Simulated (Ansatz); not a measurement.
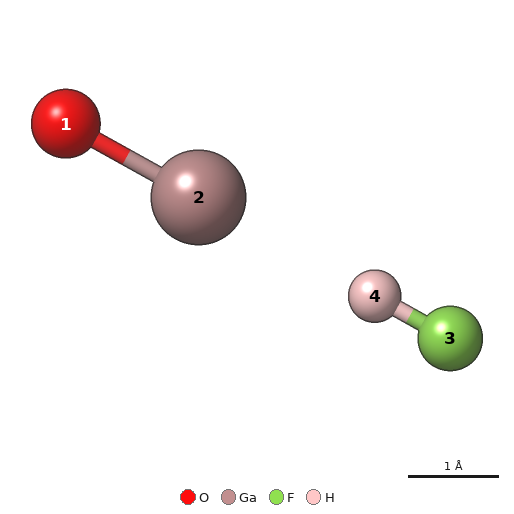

Orthographic view. Distant atoms are faded towards the background colour. State: charge −1, singlet. The geometry was computed by an optimisation with PBE0-D4/def2-TZVPD. No frequency run is at hand to confirm it as a minimum.

List all interatomic distances (Å) as a matrix.

```tsv
atom	O1	Ga2	F3	H4
O1	0.00			
Ga2	1.70	0.00		
F3	4.93	3.23	0.00	
H4	3.96	2.26	0.97	0.00
```
